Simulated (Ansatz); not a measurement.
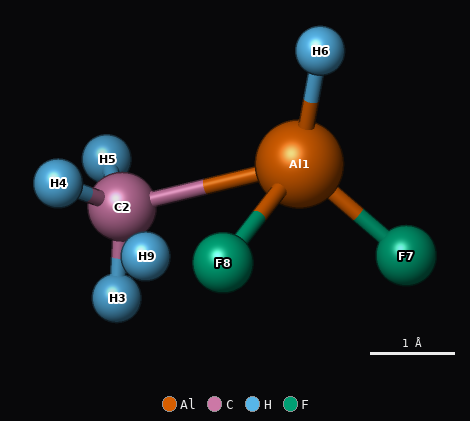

The starting structure (ball-and-stick view, seen at a tilt; atoms are numbered from 1 in the order of the input). Sticks mark near contacts.

**CH5AlF2: geometry relaxation**

CH5AlF2, computed with RKS r2SCAN/def2-SVP (Ansatz 0.2.0).

The input holds or restrains some coordinates. Forces given for the steps count only the free coordinates. It belongs to a series of runs on one base structure; here: pulled along the bonds that form and break, towards end B. Figures and captions count atoms from 1; the log counts them from 0 in places.

The program's output
```
The last accepted step is kept in [file] (removed where the run ends without a failure and the disk answers)
Engine: ansatz 0.2.0, x86_64-unknown-linux-gnu
Functional definition: r2SCAN
  parameter k0 = 0.174
  parameter k1 = 0.065
  parameter a1 = 4.9479
  exchange = r2scan_x(k0 = k0, k1 = k1, a1 = a1)
  correlation = r2scan_c
937 factors; their error is unknown
mean field evaluation 1: about -13131.8517 eV, gradient 6.1e1 eV
mean field evaluation 2: about -13119.9883 eV, gradient 9.7e1 eV
mean field evaluation 4: about -13139.3464 eV, gradient 5.0e0 eV
mean field evaluation 8: about -13139.4169 eV, gradient 1.3e-1 eV
mean field evaluation 16: about -13139.3714 eV, gradient 5.9e-5 eV
mean field -13139.37140634 eV, -482.8629929972 hartree, gradient 5.7e-6 eV, S^2 0.000000; 0 other end points of the search recorded, 0 dependent functions left out
the calculation of the forces begins
reference -13139.37141827 eV, -482.8629934355 hartree; 21, 21 occupied and 64, 64 virtual orbitals, 937 factors
relax step   1: F+E_penalty+E_count = -13139.37140634 eV  Δ(F+E_penalty+E_count) = +0.000e0 eV  max|allowed force component| = 3.041e0 eV/Å  E_restraint = 24.37291561 eV  max|allowed force component, restraints' pulls added| = 2.374e1 eV/Å  Δτ_max = 0.0000 Å  (28 SCF iters, accepted)
  distance Al 0 - F 7 = 1.9900 Å
  distance H 8 - C 1 = 1.4174 Å
  distance Al 0 - C 1 = 2.3200 Å
  distance H 8 - F 7 = 1.2727 Å
these checks for a lower state are left out or cut short: starts, cluster_reference, orbital_swaps, neighbouring_geometries, increment
937 factors; their error is unknown
mean field -13138.84550110 eV, -482.8436663361 hartree, gradient 1.1e-5 eV, S^2 0.000000; 0 other end points of the search recorded, 0 dependent functions left out
[... from here on the field's lines of each further geometry are left out, up to the last ...]
relax step   2: F+E_penalty+E_count = -13138.84550110 eV  Δ(F+E_penalty+E_count) = +5.259e-1 eV  max|allowed force component| = 3.460e0 eV/Å  E_restraint = 9.96160244 eV  max|allowed force component, restraints' pulls added| = 1.682e1 eV/Å  Δτ_max = 0.1948 Å  (35 SCF iters, accepted)
relax step   3: F+E_penalty+E_count = -13139.28710477 eV  Δ(F+E_penalty+E_count) = -4.416e-1 eV  max|allowed force component| = 3.247e0 eV/Å  E_restraint = 1.72373175 eV  max|allowed force component, restraints' pulls added| = 6.439e0 eV/Å  Δτ_max = 0.1921 Å  (33 SCF iters, accepted)
relax step   4: F+E_penalty+E_count = -13140.82059670 eV  Δ(F+E_penalty+E_count) = -1.533e0 eV  max|allowed force component| = 2.476e0 eV/Å  E_restraint = 0.05966051 eV  max|allowed force component, restraints' pulls added| = 2.060e0 eV/Å  Δτ_max = 0.1945 Å  (33 SCF iters, accepted)
relax step   5: F+E_penalty+E_count = -13141.79114495 eV  Δ(F+E_penalty+E_count) = -9.705e-1 eV  max|allowed force component| = 1.569e0 eV/Å  E_restraint = 0.00786544 eV  max|allowed force component, restraints' pulls added| = 1.754e0 eV/Å  Δτ_max = 0.1949 Å  (27 SCF iters, accepted)
relax step   6: F+E_penalty+E_count = -13141.92315742 eV  Δ(F+E_penalty+E_count) = -1.320e-1 eV  max|allowed force component| = 1.213e0 eV/Å  E_restraint = 0.00807306 eV  max|allowed force component, restraints' pulls added| = 1.393e0 eV/Å  Δτ_max = 0.2000 Å  (28 SCF iters, accepted)
relax step   7: F+E_penalty+E_count = -13142.06123259 eV  Δ(F+E_penalty+E_count) = -1.381e-1 eV  max|allowed force component| = 5.778e-1 eV/Å  E_restraint = 0.00713581 eV  max|allowed force component, restraints' pulls added| = 6.740e-1 eV/Å  Δτ_max = 0.1943 Å  (28 SCF iters, accepted)
relax step   8: F+E_penalty+E_count = -13142.08511939 eV  Δ(F+E_penalty+E_count) = -2.389e-2 eV  max|allowed force component| = 4.775e-1 eV/Å  E_restraint = 0.00530192 eV  max|allowed force component, restraints' pulls added| = 3.378e-1 eV/Å  Δτ_max = 0.2000 Å  (27 SCF iters, accepted)
relax step   9: F+E_penalty+E_count = -13142.11616619 eV  Δ(F+E_penalty+E_count) = -3.105e-2 eV  max|allowed force component| = 3.948e-1 eV/Å  E_restraint = 0.00472423 eV  max|allowed force component, restraints' pulls added| = 1.218e-1 eV/Å  Δτ_max = 0.1794 Å  (27 SCF iters, accepted)
relax step  10: F+E_penalty+E_count = -13142.11147210 eV  Δ(F+E_penalty+E_count) = +4.694e-3 eV  max|allowed force component| = 3.805e-1 eV/Å  E_restraint = 0.00623291 eV  max|allowed force component, restraints' pulls added| = 3.238e-1 eV/Å  Δτ_max = 0.1972 Å  (27 SCF iters, rejected (line search))
the calculation of the forces begins
reference -13142.12214721 eV, -482.9640808595 hartree; 21, 21 occupied and 64, 64 virtual orbitals, 937 factors
relax step  11: F+E_penalty+E_count = -13142.12213452 eV  Δ(F+E_penalty+E_count) = -5.968e-3 eV  max|allowed force component| = 3.194e-1 eV/Å  E_restraint = 0.00396725 eV  max|allowed force component, restraints' pulls added| = 1.437e-1 eV/Å  Δτ_max = 0.0958 Å  (27 SCF iters, accepted)
  distance Al 0 - F 7 = 1.6777 Å
  distance H 8 - C 1 = 1.1090 Å
  distance Al 0 - C 1 = 3.1632 Å
  distance H 8 - F 7 = 2.1282 Å
937 factors; their error is unknown
mean field evaluation 96: about -13141.6718 eV, gradient 1.5e1 eV
```

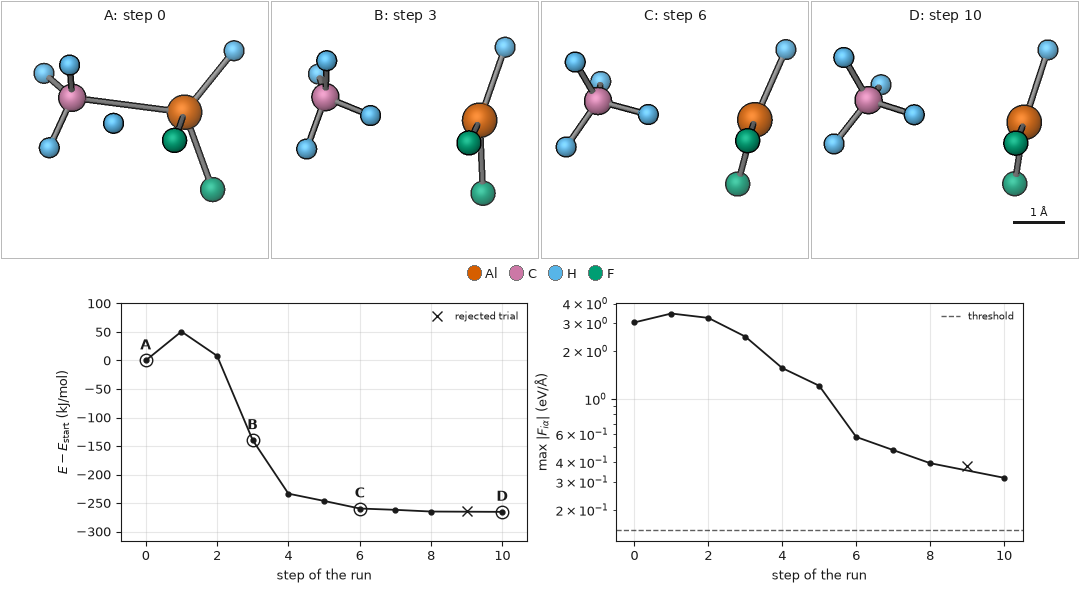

Frames of the restrained relaxation (ball-and-stick view, seen at a tilt) above the curves, on which the letters mark them (the first geometry is step 0 here and step 1 in the log).

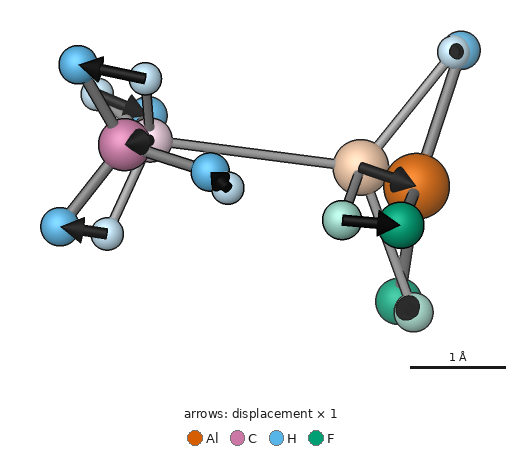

Start (faint) and end (solid) with the displacements as black arrows, at true length (ball-and-stick view, seen at a tilt). The two geometries are laid on each other by the best rigid fit. H4 moves most after the best rigid fit: 0.73 Å. Largest moves by element: H 0.73 Å, Al 0.69 Å, F 0.62 Å, C 0.40 Å. Among the contacts that change: Al1–C2 2.320 → 3.163 Å, Al1–F8 1.990 → 1.678 Å, C2–H9 1.417 → 1.109 Å, Al1–F7 1.690 → 1.663 Å. Among the angles that change: F7–Al1–F8 92.7° → 117.5°, H6–Al1–F8 105.6° → 120.9°. The energy falls by 265.4 kJ/mol in 10 geometry steps. The largest force component goes from 3 to 0.32 eV/Å. The line search rejected the trial step at point 9 (counted from 0) and went back. (Atoms are counted from 1 in the order of the input.)

```
mean field -13142.12213452 eV, -482.9640803932 hartree, gradient 1.6e-5 eV, S^2 0.000000; 1 other end points of the search recorded, 0 dependent functions left out
the calculation of the forces begins
reference -13142.12214721 eV, -482.9640808595 hartree; 21, 21 occupied and 64, 64 virtual orbitals, 937 factors
Total energy: -13142.12214721 eV, -482.9640808595 hartree
Atom 0 at    -0.039775    -0.451234    -0.504255 Å, force    -0.143381    -0.264075     0.205095 eV/Å
Atom 1 at    -0.044727    -0.240234     2.651937 Å, force    -0.027684    -0.058836    -0.227449 eV/Å
Atom 2 at    -1.006386    -0.236647     3.185588 Å, force     0.063870     0.023743    -0.044748 eV/Å
Atom 3 at     0.775219    -0.439587     3.356733 Å, force    -0.030192     0.028490    -0.057435 eV/Å
Atom 4 at     0.112209     0.750998     2.190655 Å, force    -0.007644    -0.078489     0.041990 eV/Å
Atom 5 at     1.354029     0.148180    -0.879629 Å, force    -0.013313     0.013596     0.035253 eV/Å
Atom 6 at    -1.443325     0.401556    -0.764270 Å, force     0.143713    -0.096311     0.058020 eV/Å
Atom 7 at    -0.183767    -2.039842     0.015778 Å, force     0.002372     0.251426    -0.319403 eV/Å
Atom 8 at    -0.066377    -1.052890     1.897662 Å, force     0.012259     0.180456     0.308678 eV/Å
Dipole moment:     0.236560     0.122185     0.108094 e Å
```

Trajectory as extended XYZ (Å, eV, eV/Å), 11 frames, from step=1 to step=11
```
9
Properties=species:S:1:pos:R:3:forces:R:3 step=1 energy=-13139.37141
Al    0.0000    0.0000    0.0000   -0.8894  -2.5295   1.5500
C     0.0000    0.0000    2.3200   -0.5106  -0.1504  -1.5173
H    -0.9996   -0.3092    2.6905    0.0701   0.4187   0.4629
H     0.7676   -0.7111    2.6905    0.2764   0.3852   0.6123
H     0.2320    1.0203    2.6905    0.0159  -0.4734  -0.0541
H     1.3510    0.0000   -0.7800    0.2142   0.4855  -0.0087
F    -1.4635    0.0000   -0.8450    0.4159   0.7287   0.3519
F    -0.2549   -1.8712    0.6275    0.3590   1.1796   1.6443
H    -0.1755   -1.2885    1.7562    0.0485  -0.0444  -3.0412
9
Properties=species:S:1:pos:R:3:forces:R:3 step=2 energy=-13138.84550
Al    0.0016   -0.1055   -0.1637   -1.2237  -3.4604   2.3335
C    -0.0078   -0.0327    2.4731   -0.4961  -1.0792  -2.3120
H    -1.0213   -0.3127    2.7178   -0.6756   0.1394   1.5945
H     0.7873   -0.7229    2.7203    0.8324  -0.1590   1.9046
H     0.2328    1.0196    2.7039    0.0689  -0.3578  -0.6288
H     1.3682    0.0062   -0.7962    0.8430   0.6498  -0.3490
F    -1.4956    0.0118   -0.8672   -0.1734   0.9250  -0.1741
F    -0.2502   -1.8625    0.4844    0.5208   1.3459   0.1443
H    -0.1578   -1.1611    1.8778    0.3036   1.9963  -2.5130
9
Properties=species:S:1:pos:R:3:forces:R:3 step=3 energy=-13139.28710
Al   -0.0146   -0.2437   -0.2962   -0.5870  -2.9620   1.4882
C    -0.0168   -0.0629    2.6097   -0.0466  -0.3861  -1.3413
H    -1.0434   -0.3133    2.7724   -1.0482   0.0656   2.3656
H     0.8085   -0.7313    2.7837    0.9821  -0.2376   2.7512
H     0.2347    1.0156    2.6768   -0.0416  -0.6511  -1.1666
H     1.3878    0.0245   -0.8030    0.6865   0.7081  -0.2092
F    -1.5184    0.0389   -0.8809   -0.6554   1.1111  -0.3957
F    -0.2408   -1.8760    0.2933    0.5320   0.7543  -0.2452
H    -0.1398   -1.0115    1.9945    0.1781   1.5977  -3.2471
9
Properties=species:S:1:pos:R:3:forces:R:3 step=4 energy=-13140.82060
Al   -0.0239   -0.3898   -0.4243   -0.8180  -0.6771   0.1811
C    -0.0198   -0.0789    2.6832    0.0106  -1.2768  -0.8896
H    -1.0579   -0.3061    2.9382    0.0454   0.3379   1.8358
H     0.8222   -0.7281    2.9694   -0.0670   0.5168   2.0598
H     0.2321    0.9967    2.6085   -0.1132  -0.6238  -0.7548
H     1.4131    0.0694   -0.8036   -0.0108   0.3714  -0.0108
F    -1.5529    0.1027   -0.8925    0.5211   0.5328   0.0125
F    -0.2279   -1.9469    0.1425    0.2964  -0.3990   0.0426
H    -0.1280   -0.8789    1.9288    0.1356   1.2179  -2.4765
9
Properties=species:S:1:pos:R:3:forces:R:3 step=5 energy=-13141.79114
Al   -0.0567   -0.4509   -0.4888    1.4313  -1.5688   0.7010
C    -0.0218   -0.1119    2.6751   -0.1223  -1.5256  -0.4552
H    -1.0339   -0.2910    3.0996    0.6492   0.3201   0.4879
H     0.8034   -0.6976    3.1509   -0.6050   0.6768   0.4610
H     0.2231    0.9568    2.5667   -0.0664  -0.2962  -0.2684
H     1.3859    0.1014   -0.7997   -0.2634   0.1402   0.0342
F    -1.5016    0.1388   -0.8816   -1.4149   1.0631  -0.4851
F    -0.2253   -2.0387    0.0579    0.2499   0.2953  -0.2259
H    -0.1159   -0.7665    1.7701    0.1417   0.8951  -0.2495
9
Properties=species:S:1:pos:R:3:forces:R:3 step=6 energy=-13141.92316
Al   -0.0201   -0.4825   -0.5132    0.7246  -1.0904   0.6597
C    -0.0471   -0.1262    2.6487   -0.0416  -1.2134  -0.3817
H    -1.0442   -0.2779    3.1035    0.4385   0.2589   0.3351
H     0.7717   -0.6552    3.1787   -0.3934   0.4932   0.3869
H     0.1865    0.9376    2.4924   -0.0544  -0.2167  -0.2266
H     1.4010    0.0944   -0.8598   -0.2138   0.0631  -0.0352
F    -1.4806    0.2120   -0.6966   -0.7823   0.7531  -0.2933
F    -0.1876   -2.0647    0.0385    0.2411   0.2137  -0.3507
H    -0.1224   -0.7972    1.7580    0.0813   0.7386  -0.0941
9
Properties=species:S:1:pos:R:3:forces:R:3 step=7 energy=-13142.06123
Al    0.0083   -0.4736   -0.5030   -0.2754  -0.5210   0.1877
C    -0.0678   -0.1792    2.6438    0.3699  -0.5778   0.3061
H    -1.0498   -0.2535    3.1445    0.1695   0.1036  -0.1782
H     0.7182   -0.5719    3.3458   -0.5028   0.4091  -0.5420
H     0.1428    0.8692    2.3738   -0.0070  -0.1642   0.0081
H     1.3857    0.0790   -1.0309   -0.2021   0.0338   0.1189
F    -1.4520    0.3190   -0.5965    0.2785   0.0919  -0.0427
F    -0.1419   -2.0730    0.0011    0.1589   0.3378  -0.3075
H    -0.0863   -0.8757    1.7715    0.0104   0.2868   0.4495
9
Properties=species:S:1:pos:R:3:forces:R:3 step=8 energy=-13142.08512
Al   -0.0650   -0.5107   -0.5051    0.2600  -0.0041   0.1937
C    -0.0384   -0.2073    2.6424    0.0408  -0.0751  -0.2988
H    -1.0560   -0.3373    3.0434    0.1264  -0.0186  -0.1068
H     0.7053   -0.4671    3.4073   -0.0093   0.0233  -0.0022
H     0.1057    0.8386    2.3375   -0.0022   0.0366   0.0171
H     1.3426    0.0839   -0.9502   -0.3378  -0.2115   0.1070
F    -1.4244    0.4327   -0.6587    0.0605  -0.1705   0.0219
F    -0.2238   -2.0891    0.0461   -0.0063   0.2979  -0.4095
H     0.1111   -0.9034    1.7875   -0.1320   0.1221   0.4775
9
Properties=species:S:1:pos:R:3:forces:R:3 step=9 energy=-13142.11617
Al   -0.0330   -0.4735   -0.5122   -0.0909  -0.3649   0.3948
C    -0.0478   -0.2162    2.6403   -0.0269  -0.1692  -0.2600
H    -1.0226   -0.2764    3.1395    0.0001   0.0319   0.0593
H     0.7604   -0.4540    3.3428   -0.0003   0.0293   0.0395
H     0.0941    0.8034    2.2548    0.0180   0.0117  -0.0575
H     1.3608    0.1019   -0.8975    0.0574   0.0586  -0.0454
F    -1.4309    0.4016   -0.6693    0.0044   0.0172  -0.0379
F    -0.1856   -2.0604    0.0092    0.0114   0.2043  -0.3497
H    -0.0383   -0.9860    1.8426    0.0269   0.1812   0.2569
9
Properties=species:S:1:pos:R:3:forces:R:3 step=10 energy=-13142.11147 accepted=F
Al   -0.0464   -0.4269   -0.4886   -0.2334  -0.3805  -0.0259
C    -0.0373   -0.2448    2.6698   -0.1547  -0.1996  -0.3609
H    -0.9923   -0.2430    3.2162    0.0986   0.0560  -0.0099
H     0.7973   -0.4358    3.3548    0.0216   0.0222   0.0250
H     0.1074    0.7411    2.1951   -0.0052  -0.0444   0.0228
H     1.3501    0.1493   -0.8746    0.0439   0.0837   0.1005
F    -1.4475    0.3899   -0.8654    0.1880  -0.0819   0.1678
F    -0.1988   -2.0195    0.0172   -0.0027   0.2781  -0.2357
H    -0.0754   -1.0700    1.9256    0.0439   0.2664   0.3164
9
Properties=species:S:1:pos:R:3:forces:R:3 step=11 energy=-13142.12213
Al   -0.0398   -0.4512   -0.5043   -0.1434  -0.2641   0.2051
C    -0.0447   -0.2402    2.6519   -0.0277  -0.0588  -0.2274
H    -1.0064   -0.2366    3.1856    0.0639   0.0237  -0.0447
H     0.7752   -0.4396    3.3567   -0.0302   0.0285  -0.0574
H     0.1122    0.7510    2.1907   -0.0076  -0.0785   0.0420
H     1.3540    0.1482   -0.8796   -0.0133   0.0136   0.0353
F    -1.4433    0.4016   -0.7643    0.1437  -0.0963   0.0580
F    -0.1838   -2.0398    0.0158    0.0024   0.2514  -0.3194
H    -0.0664   -1.0529    1.8977    0.0123   0.1805   0.3087
```

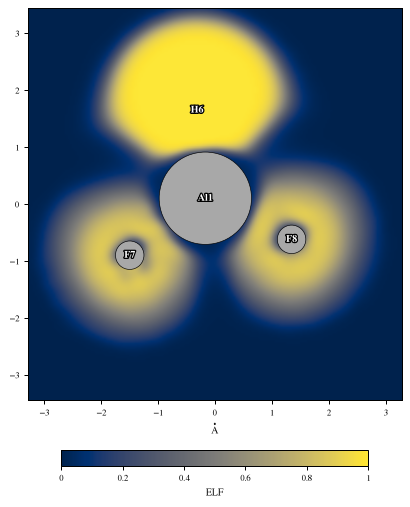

ELF on the plane of atoms F7, Al1 and F8. Grey discs, where drawn, cover atomic cores. Atoms in the plane: Al, H and F. Al–F (1.66 Å): the ELF peaks at about 0.85 in the valence shell of F, 0.6 Å from its nucleus, and is about 0.30 at the midpoint. Al–H (1.56 Å): the ELF climbs to about 1 towards the hydrogen, as it does in any bond to H.

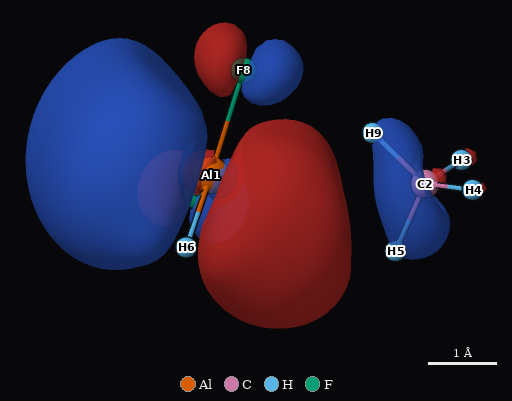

One frontier orbital at ±0.08 Å⁻³ᐟ² (red and blue are the two phases), seen from the side. The LUMO, at −0.84 eV. It lies mainly on Al1 (70 %).

The run was set up as follows.

Input
```yaml
crystal:
  periodic: [false, false, false]
  atoms:
    - { symbol: Al, position_ang: [0.0, 0.0, 0.0] }
    - { symbol: C, position_ang: [0.0, 0.0, 2.32] }
    - { symbol: H, position_ang: [-0.9996, -0.3092, 2.6905] }
    - { symbol: H, position_ang: [0.7676, -0.7111, 2.6905] }
    - { symbol: H, position_ang: [0.232, 1.0203, 2.6905] }
    - { symbol: H, position_ang: [1.351, 0.0, -0.78] }
    - { symbol: F, position_ang: [-1.4635, 0.0, -0.845] }
    - { symbol: F, position_ang: [-0.2549, -1.8712, 0.6275] }
    - { symbol: H, position_ang: [-0.1755, -1.2885, 1.7562] }
basis:
  gaussian: { orbitals: def2-SVP }
hamiltonian:
  xc: r2scan
relax:
  f_tol: 0.15
  max_steps: 25
  restrain:
    - { distance: [0, 7], at: 1.69, k: 30.0 }
    - { distance: [8, 1], at: 1.11, k: 30.0 }
    - { distance: [0, 1], at: 3.17, k: 30.0 }
    - { distance: [8, 7], at: 2.12, k: 30.0 }
output:
  orbitals: {}
```

Command:
```bash
ansatz run input.yaml --threads 2 --pin off --max-ram 3072MiB --backend cpu --events-out ev --progress --plain --runs-dir out
```

Key numbers

```csv
quantity,value
outcome,converged under the restraints of the input
total energy,−13142.1221 eV
mean-field energy,−13142.1221 eV
"largest force (length of the vector) at the end, held atoms and coordinates included",0.406 eV/Å
hardware,"2 threads of Intel Xeon (Granite Rapids), 32 GiB of memory available, shared host"
wall time,12 s (CPU time 23 s)
peak memory,0.16 GiB
```
